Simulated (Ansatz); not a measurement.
## Electronic structure of CH$_{4}$AlNOS in real space

Input

```
crystal:
  periodic: [false, false, false]
  atoms:
    - { symbol: "N", position_ang: [-1.6857, -0.4942, 0.8257] }
    - { symbol: C, position_ang: [-0.6368, 0.1108, 0.4336] }
    - { symbol: O, position_ang: [-0.4976, 1.4946, 0.5135] }
    - { symbol: Al, position_ang: [0.8964, -0.9796, -0.2866] }
    - { symbol: S, position_ang: [2.7569, -0.0218, -0.9722] }
    - { symbol: H, position_ang: [-2.5272, 0.1259, 1.1984] }
    - { symbol: H, position_ang: [-1.1696, 2.0934, 0.8968] }
    - { symbol: H, position_ang: [0.6806, -2.5556, -0.4058] }
    - { symbol: H, position_ang: [2.2715, 0.1803, -2.2205] }
basis:
  gaussian: { orbitals: def2-SVP }
hamiltonian:
  xc: pbe0
  dispersion: d4
relax:
  f_tol: 0.02
  max_steps: 50
output:
  orbitals: {}
```

Launched as:

```sh
ansatz run input.yaml --threads 2 --pin off --max-ram 3072MiB --backend cpu --events-out ev --progress --plain --runs-dir out
```

The fields are those of the run's last geometry, not of the input's.

All numbers below come from Ansatz 0.2.0, RKS PBE0-D4/def2-SVP.

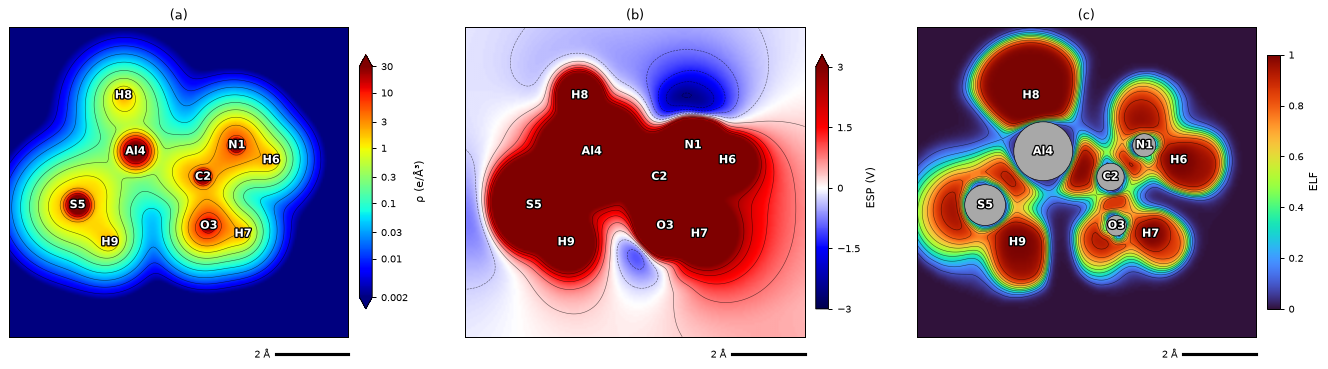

Figure 1. (a) electron density; (b) electrostatic potential; (c) ELF on the molecular plane. Grey discs cover the atomic cores in the ELF map.

Interpret the plot.

Answer.
- Atoms in the plane: N, C, O, Al, S and H.
- C–N (1.27 Å): ρ is about 2.8 e/Å³ halfway; the ELF peaks at about 0.90 between the atoms (a covalent bond).
- C–O (1.35 Å): ρ is about 2.3 e/Å³ halfway, with its minimum of 2 e/Å³ about 0.5 Å from C; the ELF peaks at about 0.85 between the atoms: a shared but strongly polarised pair.
- C–Al (1.98 Å): ρ is about 0.72 e/Å³ halfway; the ELF peaks at about 1 between the atoms: a polar covalent bond.
- Al–S (2.18 Å): ρ at the midpoint is about 0.68 e/Å³; the ELF peaks at about 0.90 in the valence shell of S, 1.0 Å from its nucleus, and is about 0.90 at the midpoint.
- O–H (0.97 Å): ρ is about 3.6 e/Å³ halfway; the ELF climbs to about 1 towards the hydrogen, as it does in any bond to H (a covalent bond by its length).
- The ELF also peaks beside O3, S5 and N1, away from the bonds: lone-pair regions.
- Outside the dense part of the molecule the potential is most negative (−2.5 V) near N1.

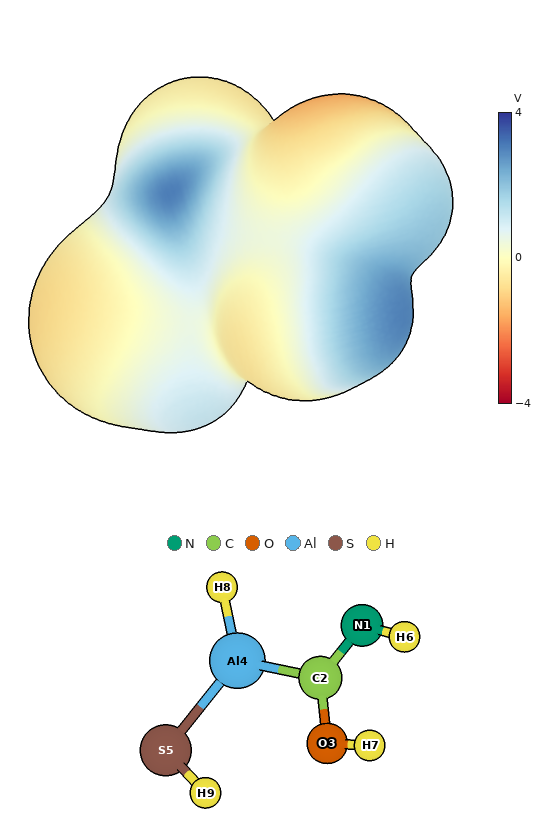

Figure 2. The molecular electrostatic potential painted on the density surface at 0.002 e/bohr³, seen at a tilt; the colour scale runs from red (negative) to blue (positive). The bare structure is drawn below in the same view.

Where is the surface potential most negative and most positive?

Answer. The most negative region (about −1.8 V) lies over N1, the most positive (about +3.0 V) over Al4 and H7. N1 is the likeliest acceptor of a hydrogen bond.

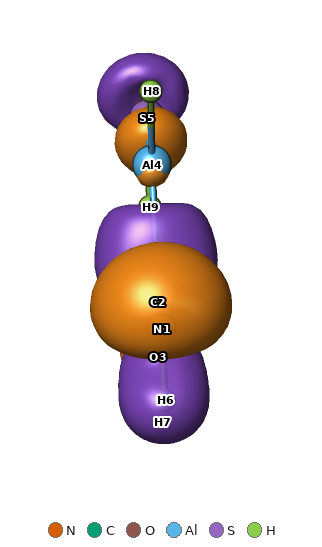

Figure 3. The HOMO−1 at ±0.15 Å⁻³ᐟ² (orange and purple are the two phases), seen at an oblique angle.

Where does this orbital lie, and at what energy?

Answer. Its weight (Hirshfeld) is mainly on N1 (about 50 %), C2 (about 15 %), S5 (about 10 %), Al4 (about 10 %), O3 (about 5 %) and H6 (about 5 %); it is symmetric in the molecular plane (an in-plane orbital: σ, lone-pair or in-plane π type). Its energy is −7.65 eV.
